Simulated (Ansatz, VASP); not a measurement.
# AgRu in two plane-wave programs, part 2 of 2

Aim: how closely do two programs agree when they are given the same cell, functional and k mesh? The cell is invented: As first built, before any earlier steps moved the atoms (in the runner's words): it takes the AgPd structure with some of its atoms replaced by other elements, volume scaled by an estimate. It may not be a known or stable phase. The cell is taken from a series of VASP runs on this material, whose earlier steps may have relaxed, scaled or displaced it; both programs get it as it stands. Valence electrons are named where the data sets of a main pair hold unlike numbers.

VASP 6.6.1 and Ansatz 0.2.0.

So far: Starting point; Ansatz: band structure, r2SCAN; VASP: band structure, r2SCAN; Side by side.

## Step 5: VASP: band structure, r2SCAN, spin-orbit coupling

Level of this step: r2SCAN, spin-orbit coupling; plane waves and PAW (Ag, Ru_pv); invented cell (VASP).

A single point gives forces, pressure and levels at one fixed geometry, so differences don't come from the geometry; what else differs is listed under the comparison.

File INCAR:

```
SYSTEM = AgRu
PREC = Accurate
ENCUT = 400
EDIFF = 1E-06
NELM = 100
ISMEAR = 1
SIGMA = 0.2
LREAL = .FALSE.
ALGO = Normal
METAGGA = R2SCAN
LASPH = .TRUE.
LNONCOLLINEAR = .TRUE.
MAGMOM = 0 0 0 0 0 0
NBANDS = 36
GGA_COMPAT = .FALSE.
LSORBIT = .TRUE.
LMAXMIX = 4
LORBIT = 11
LWAVE = .FALSE.
LCHARG = .FALSE.
```

File POSCAR:

```
AgRu
1.0
    1.3629023282      0.7868723539      4.7198130342
   -1.3629023282      0.7868723539      4.7198130342
    0.0000000000     -1.5737436974      4.7198130286
Ag Ru
1 1
Direct
    0.0000000000      0.0000000000      0.0000000000
    0.5000000000      0.5000000000      0.5000000000
```

File KPOINTS:

```
Automatic mesh
0
Gamma
7 7 7
0 0 0
```

File KPOINTS_OPT:

```
Line mode
16
Line-mode
Reciprocal
  0.00000000   0.00000000   0.00000000 GAMMA
  0.50000000   0.00000000   0.00000000 L

  0.50000000   0.00000000   0.00000000 L
  0.50000000   0.18519632  -0.18519632 B1

  0.81480368   0.50000000   0.18519632 B
  0.50000000   0.50000000   0.50000000 Z

  0.50000000   0.50000000   0.50000000 Z
  0.00000000   0.00000000   0.00000000 GAMMA

  0.00000000   0.00000000   0.00000000 GAMMA
  0.34259816   0.00000000  -0.34259816 X

  0.65740184   0.34259816   0.00000000 Q
  0.50000000   0.50000000   0.00000000 F

  0.50000000   0.50000000   0.00000000 F
  0.65740184   0.65740184   0.18519632 P1

  0.65740184   0.65740184   0.18519632 P1
  0.50000000   0.50000000   0.50000000 Z

  0.50000000   0.00000000   0.00000000 L
  0.81480368   0.34259816   0.34259816 P
```

The projector-augmented-wave data sets are Ag and Ru_pv (PBE family, release 64).

Run with:

```
mpirun -np 1 vasp_ncl
```

Numbers of over 12 decimals in the logs are rounded to 6 here.

Output:

```text
[banner, memory and clock lines left out]
running    1 mpi-ranks, on    1 nodes
[...]
[... a notice as in an earlier step ...]

 LDA part: xc-table for (None), standard interpolation
 POSCAR, INCAR and KPOINTS ok, starting setup
[...]
entering main loop
       N       E                     dE             d eps       ncg     rms          rms(c)
DAV:   1     0.172125955176E+03    0.17213E+03   -0.12416E+04  3336   0.123E+03
DAV:   2    -0.486729216886E+02   -0.22080E+03   -0.21102E+03  3324   0.383E+02
DAV:   3    -0.545347586660E+02   -0.58618E+01   -0.57528E+01  3616   0.700E+01
DAV:   4    -0.545900377698E+02   -0.55279E-01   -0.55113E-01  4096   0.605E+00
[...]
DAV:  12    -0.457800882004E+02   -0.66353E-05   -0.11268E-04  3372   0.146E-01    0.260E-02
DAV:  13    -0.457800792971E+02    0.89034E-05   -0.37214E-05  3484   0.628E-02    0.827E-03
DAV:  14    -0.457800793548E+02   -0.57753E-07   -0.73082E-07  2556   0.834E-03
   1 F= -.45780079E+02 E0= -.45778985E+02  d E =-.328396E-02  mag=     0.0000     0.0000     0.0000
 Start KPOINTS_OPT (optional k-point list driver)
k-point batch [1-44\144]
       N       E                     dE             ncg
DAV:   1     0.638857653434E+04   -0.25847E+05     3328
DAV:   2    -0.329679610099E+04   -0.96854E+04     3304
DAV:   3    -0.353175778943E+04   -0.23496E+03     3692
DAV:   4    -0.353404639283E+04   -0.22886E+01     4112
DAV:   5    -0.353407279481E+04   -0.26402E-01     3480
DAV:   6    -0.353407324028E+04   -0.44548E-03     3524
DAV:   7    -0.353407325188E+04   -0.11593E-04     3048
DAV:   8    -0.353407325223E+04   -0.35815E-06     2424
[...]
k-point batch [133-144\144]
       N       E                     dE             ncg
DAV:   1     0.259806354984E+05   -0.96885E+04      904
DAV:   2     0.234111966630E+05   -0.25694E+04      900
DAV:   3     0.233439404321E+05   -0.67256E+02      960
DAV:   4     0.233432222321E+05   -0.71820E+00     1200
DAV:   5     0.233432156620E+05   -0.65702E-02      896
DAV:   6     0.233432155846E+05   -0.77378E-04      924
DAV:   7     0.233432155827E+05   -0.19039E-05      748
DAV:   8     0.233432155826E+05   -0.74651E-07      628
```

Parts of OUTCAR (step 5):

```text
  Total       -0.0304620     -0.0304620      0.1023982      0.0000000      0.0000000      0.0000000
  in kB       -1.6070290     -1.6070290      5.4020431      0.0000000      0.0000004      0.0000000
  external PRESSURE =       0.7293284 kB  Pullay stress =       0.0000000 kB

 POSITION                                       TOTAL-FORCE (eV/Angst)
 -----------------------------------------------------------------------------------
      0.00000      0.00000      0.00000         0.000000      0.000000     -0.000000
      0.00000      0.00000      7.07972         0.000000     -0.000000      0.000000
 -----------------------------------------------------------------------------------
    total drift:                               -0.000000     -0.000000     -0.000000

  FREE ENERGIE OF THE ION-ELECTRON SYSTEM (eV)
  ---------------------------------------------------
  free  energy   TOTEN  =       -45.7800793548 eV

  energy  without entropy=      -45.7767953914  energy(sigma->0) =      -45.77898470

 magnetization (x)
# of ion       s       p       d       tot
------------------------------------------
    1        0.000   0.000  -0.000   0.000
    2        0.000  -0.000   0.000   0.000
--------------------------------------------------
tot          0.000   0.000   0.000   0.000

 magnetization (y)
# of ion       s       p       d       tot
------------------------------------------
    1        0.000   0.000   0.000   0.000
    2       -0.000   0.000   0.000  -0.000
--------------------------------------------------
tot         -0.000   0.000   0.000  -0.000

 magnetization (z)
# of ion       s       p       d       tot
------------------------------------------
    1        0.000   0.000   0.000   0.000
    2        0.000   0.000   0.000   0.000
--------------------------------------------------
tot          0.000   0.000   0.000   0.000

[... 1 part as in an earlier step ...]

[... 2 further parts left out ...]
[key lines of the parts left out:]
E-fermi :  10.2804
```

The run ends at a pressure of 0.07 GPa.

## Step 6: Ansatz: band structure, r2SCAN, spin-orbit coupling

The same cell, functional, mesh and smearing now go to Ansatz, which takes its cutoff from its data sets.

The cell is taken from a series of VASP runs on this material, whose earlier steps may have relaxed, scaled or displaced it; both programs get it as it stands.

File input.yaml:

```yaml
crystal:
  lattice:
    - [1.3629023282, 0.7868723539, 4.7198130342]
    - [-1.3629023282, 0.7868723539, 4.7198130342]
    - [0.0, -1.5737436974, 4.7198130286]
  atoms:
    - { symbol: Ag, position: [0.0, 0.0, 0.0] }
    - { symbol: Ru, position: [0.5, 0.5, 0.5] }
hamiltonian:
  xc: r2scan
  pseudopotentials: { kind: paw_fr }
magnetization:
  noncollinear: true
  spin_orbit: true
kpoints:
  mp_grid: { grid: [7, 7, 7] }
  band_path:
    path:
      - [0.0, 0.0, 0.0]
      - [0.13333, 0.0, 0.0]
      - [0.3, 0.0, 0.0]
      - [0.46667, 0.0, 0.0]
      - [0.5, 0.03704, -0.03704]
      - [0.5, 0.09877, -0.09877]
      - [0.5, 0.1605, -0.1605]
      - [0.77283, 0.5, 0.22717]
      - [0.6679, 0.5, 0.3321]
      - [0.56296, 0.5, 0.43704]
      - [0.46667, 0.46667, 0.46667]
      - [0.3, 0.3, 0.3]
      - [0.13333, 0.13333, 0.13333]
      - [0.0, 0.0, 0.0]
      - [0.1142, 0.0, -0.1142]
      - [0.20556, 0.0, -0.20556]
      - [0.31976, 0.0, -0.31976]
      - [0.62592, 0.37408, 0.0]
      - [0.57345, 0.42655, 0.0]
      - [0.52099, 0.47901, 0.0]
      - [0.52099, 0.52099, 0.02469]
      - [0.57345, 0.57345, 0.08642]
      - [0.62592, 0.62592, 0.14816]
      - [0.64691, 0.64691, 0.20618]
      - [0.59444, 0.59444, 0.31112]
      - [0.54197, 0.54197, 0.41605]
      - [0.5, 0.0, 0.0]
      - [0.60493, 0.1142, 0.1142]
      - [0.70987, 0.2284, 0.2284]
      - [0.8148, 0.3426, 0.3426]
    npoints: 1
scf:
  occupations: { method: methfessel_paxton, width: 0.2 }
  n_extra_bands: 14
output:
  forces: true
  stress: true
  eigenvalues: true
```

Run with:

```
ansatz run input.yaml --threads 2 --pin off --max-ram 4608MiB --backend cpu --events-out ev --progress --plain --runs-dir out
```

Output:

```text
[...]
non-collinear run that drives no moment, with spin-orbit: no starting moment large enough to seed its density (crystal.atoms[].spin), no starting occupations that ask for one, no magnetisation constraint and no magnetic field, so the semilocal B_xc is pinned to zero
Crystal: 2 atoms, lattice volume = 30.370 Å³
[...]
k-point 1: bands = [... 31 lower, 17.8786, 18.5522, 18.5522, 18.9009, 18.9009, 20.4874, 20.4874, 22.6475, ... 10 higher]
  k-point 2: bands = [... 31 lower, 17.3771, 18.7512, 18.7512, 20.0313, 20.0313, 20.3307, 20.3307, 24.6627, ... 10 higher]
  k-point 43: bands = [... 31 lower, 17.7657, 18.0761, 18.0761, 18.7379, 18.7379, 20.3098, 20.3098, 20.4772, ... 10 higher]
[key lines of the parts left out:]
SCF converged after 10 iterations
Magnetization: |M| = 0.0000 μB,  M = (+0.0000, +0.0000, +0.0000) μB
Free energy (F): -13479.318834 eV
Fermi energy:    20.061374 eV
P = ⅓ Tr σ = -0.0273 GPa (-0.273 kbar)
```

Run time: 29 s. Hardware: 2 threads of Arm Neoverse V2, shared host; peak memory 0.57 GiB; 56 s of CPU time.

## Step 7: Comparison

What differs besides the data sets and the points named for the pairs above, as far as they apply: spin-orbit coupling enters by fully relativistic files in Ansatz and inside the spheres in VASP; the data sets hold 35 valence electrons in Ansatz (on its fully relativistic PAW (standard-fr) files) and 25 in VASP. Total energies have different zeros and are not compared.

The two programs side by side:

```
                                        quantity  Ansatz  VASP  difference
                                  pressure (GPa)   -0.03  0.07       -0.10
pressure without Ansatz's Pulay correction (GPa)   -0.14  0.07       -0.21
```

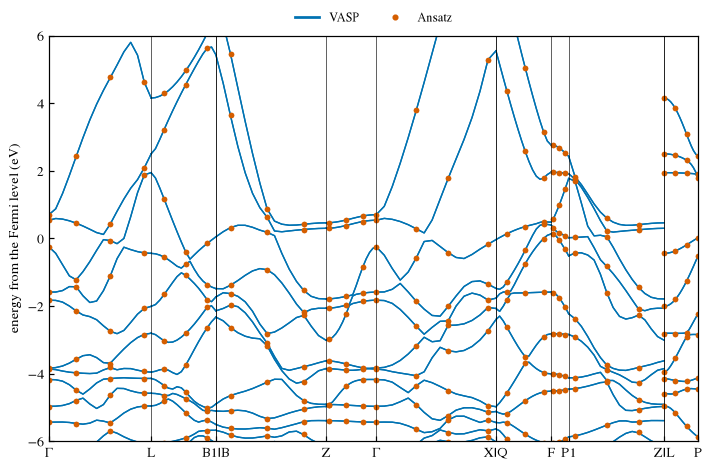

Bands from VASP (lines) and levels from Ansatz (dots). Dots without a line are higher empty bands that the VASP plot leaves out.

Levels from 3 eV below to 2 eV above the Fermi level differ by 4 meV r.m.s. and 9 meV at most; each VASP level is matched to the nearest of Ansatz, which flatters the figure a little. Ansatz's pressure holds a Pulay correction of 0.11 GPa; VASP's holds none.

## Step 8: Outcome

```yaml
r_m_s_difference_of_levels_near_the_fermi_level_band_structure_r2scan: 5.6 meV
r_m_s_difference_of_levels_near_the_fermi_level_band_structure_r2scan_spin_orbit_coupling: 3.7 meV
```

In words: The r.m.s. difference of levels near the Fermi level is 5.6 meV (band structure, r2SCAN), within the 80 meV picked in this series as the mark of a large difference. The data sets hold unlike numbers of valence electrons (35 in Ansatz and 25 in VASP), so part of the differences comes from the potentials. Such differences can come from data sets, numerical settings and the points named under the comparisons, not from the functional's error against experiment.

[Lines on the potential files, build, host, timing and source positions are cut from VASP's logs without a mark.]

[Logs are printed without paths, hosts, clocks, repeated set-up lines and the standing remarks that a program may print on its own settings, such as how far it seeks lower states.]

[Hosts, paths, dates, database ids (printed as entryN), source tags and the programs' standing remarks are cut or masked in the printed files.]
